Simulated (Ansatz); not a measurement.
# SnO (tin(ii) oxide) at 6 levels

We compute a comparison of 6 runs (B3LYP/STO-3G, BLYP/STO-3G, SVWN5/STO-3G, wB97X/STO-3G, CCSDTQ/STO-3G, UCCSD(T)/STO-3G) of SnO (tin(ii) oxide). 

The results are computed with Ansatz 0.2.0.

53 further runs of the same task are left out: 19 that didn't finish, 34 set aside as unsound or not needed.

### Step 1. The molecule

SnO: 2 atoms, total charge 0, spin state singlet. SMILES: `[O]=[Sn]`. The Sn2–O1 distance was set to 2.272 Å, away from the relaxed value.

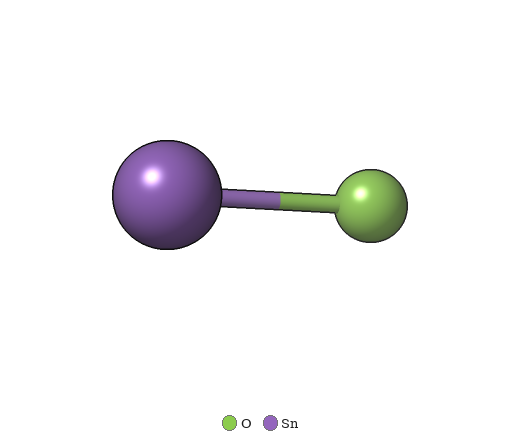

Viewed from a chosen angle; oxygen green, tin purple.

### Step 2. The energy at B3LYP/STO-3G (run 1)

molecule.yaml

```yaml
crystal:
  periodic: [false, false, false]
  atoms:
    - {symbol: O, position_ang: [-0.000000, 0.000000, -0.461540]}
    - {symbol: Sn, position_ang: [0.000000, -0.000000, 1.810660]}
basis:
  gaussian:
    orbitals: STO-3G
hamiltonian:
  xc: {name: B3LYP}
accuracy: high
```

Run with:

```console
$ ansatz run molecule.yaml --threads 1 --pin off --max-ram 3480MiB --events-out events.jsonl --progress --plain --runs-dir runs
```

Output:

```text
Warning: RAYON_NUM_THREADS=1 ignored (pool sized by the plan → 1); use --threads N
Functional definition: B3LYP
  name "B3LYP"
  parameter a0 = 0.2
  parameter ax = 0.72
  parameter ac = 0.81
  exchange = (1 - a0 - ax)*slater_x + ax*b88_x + a0*exact_x
  correlation = (1 - ac)*vwn_rpa_c + ac*lyp_c
557 factors; integrals over basis functions are off by at most 5.0e-9 eV
mean field evaluation 1: about -164324.8991 eV, gradient 4.6e1 eV
mean field evaluation 2: about -164181.6495 eV, gradient 8.1e1 eV
mean field evaluation 4: about -164308.5698 eV, gradient 4.6e1 eV
mean field evaluation 8: about -164339.0250 eV, gradient 1.6e-1 eV
mean field -164339.02518208 eV, -6039.3477824492 hartree, gradient 2.0e-8 eV, S^2 0.000000; 0 other end points of the search recorded, 0 dependent functions left out
reference -164339.02520523 eV, -6039.3477833000 hartree; 29, 29 occupied and 3, 3 virtual orbitals, 557 factors
Total energy: -164339.02520523 eV, -6039.3477833000 hartree
```

Run time: 1.2 s. Hardware: 1 thread of Arm Neoverse V2, shared host; peak memory 0.1 GiB.

### Step 3. The energy at BLYP/STO-3G (run 2)

input.yaml

```yaml
crystal:
  periodic: [false, false, false]
  atoms:
    - symbol: O
      position_ang: [-0.000000, 0.000000, -0.461540]
    - symbol: Sn
      position_ang: [0.000000, -0.000000, 1.810660]
basis:
  gaussian:
    orbitals: STO-3G
hamiltonian:
  xc: {name: BLYP}
accuracy: high
```

Run with:

```console
$ ansatz run input.yaml --threads 1 --pin off --max-ram 3480MiB --events-out events.jsonl --progress --plain --runs-dir runs
```

Output:

```text
Warning: RAYON_NUM_THREADS=1 ignored (pool sized by the plan → 1); use --threads N
Functional definition: BLYP
  name "BLYP"
  parameter beta = 0.0042
  parameter a = 0.04918
  parameter b = 0.132
  parameter c = 0.2533
  parameter d = 0.349
  exchange = b88_x(beta = beta)
  correlation = lyp_c(a = a, b = b, c = c, d = d)
557 factors; integrals over basis functions are off by at most 5.0e-9 eV
mean field evaluation 1: about -164322.4828 eV, gradient 4.7e1 eV
mean field evaluation 2: about -164172.8545 eV, gradient 7.1e1 eV
mean field evaluation 4: about -164297.8218 eV, gradient 4.3e1 eV
mean field evaluation 8: about -164335.8822 eV, gradient 2.1e-4 eV
mean field -164335.88223371 eV, -6039.2322812271 hartree, gradient 2.1e-8 eV, S^2 0.000000; 0 other end points of the search recorded, 0 dependent functions left out
reference -164335.88226543 eV, -6039.2322823929 hartree; 29, 29 occupied and 3, 3 virtual orbitals, 557 factors
Total energy: -164335.88226543 eV, -6039.2322823929 hartree
```

Run time: 1.1 s. Hardware: 1 thread of Arm Neoverse V2, shared host.

Runs 3 to 5 aren't shown in full; the table further down has their settings and results.

### Step 4. A single-point energy at UCCSD(T)/STO-3G (run 6)

job.yaml

```yaml
basis:
  gaussian:
    orbitals: STO-3G
crystal:
  periodic: [false, false, false]
  atoms:
    - {symbol: O, position_ang: [-0.000000, 0.000000, -0.461540]}
    - {symbol: Sn, position_ang: [0.000000, -0.000000, 1.810660]}
magnetization:
  spin_polarized: true
  initial_magnetization: 0
correlation:
  method: ccsd_t
  frozen_orbitals: {O: 1, Sn: 18}
accuracy: high
scf:
  omitted_lower_state_checks: [cluster_reference, increment]
```

Run with:

```console
$ ansatz run job.yaml --threads 1 --pin off --max-ram 3480MiB --events-out events.jsonl --progress --plain --runs-dir runs
```

Output:

```text
Warning: RAYON_NUM_THREADS=1 ignored (pool sized by the plan → 1); use --threads N
[... 21 lines left out ...]
19 core orbitals not correlated: weight in the atoms' cores, before any rotation towards them, 1.000 or more for the frozen orbitals, at most 0.000 for the correlated occupied ones
[... 55 lines left out ...]
WARN: these amplitudes may be one of several solutions (largest doubles amplitude 0.56, level shift 0.00 eV)
Total energy: -164278.89619845 eV, -6037.1380830578 hartree
Checks for a lower state left out: cluster_reference, increment
```

It took 3.9 s on 1 thread of Arm Neoverse V2, shared host; peak memory 0.1 GiB.

### Step 5. The series

```csv
run,level,frozen core orbitals,energy (Eh),wall time
1,B3LYP/STO-3G,–,-6039.347783,1.2 s
2,BLYP/STO-3G,–,-6039.232282,1.1 s
3,SVWN5/STO-3G,–,-6033.099481,0.78 s
4,wB97X/STO-3G,–,-6039.465194,4.5 s
5,CCSDTQ/STO-3G,19,-6037.145142,17 s
6,UCCSD(T)/STO-3G,19,-6037.138083,3.9 s
```

### Step 6. Summary of results

```
                                           quantity           value
                                run 6: total energy  -6037.13808 Eh
run 6: correlation energy (19 core orbitals frozen)       -91.8 mEh
                              run 6: (T) correction       -8.50 mEh
           run 6: ⟨S²⟩ of the reference determinant           1.242
                               run 6: T1 diagnostic           0.119
```

Totals of different functionals can't be ranked against each other. In run 5 the log says that unrestricted orbitals would lower the reference, so the values rest on an unstable closed-shell determinant (other closed-shell runs at this shape may share the fault). In runs 1, 2, 3, 4, 5, 6 the basis is minimal, so the values are rough. In runs 1, 2, 3, 4, 5, 6 relativity is left out where basis or elements ask for it. Spin contamination of the reference: run 6 ⟨S²⟩ = 1.24. Where it is this large, the reference is a mixture of spin states, and values that rest on it are in doubt. All runs together took 28 s, the longest 17 s.
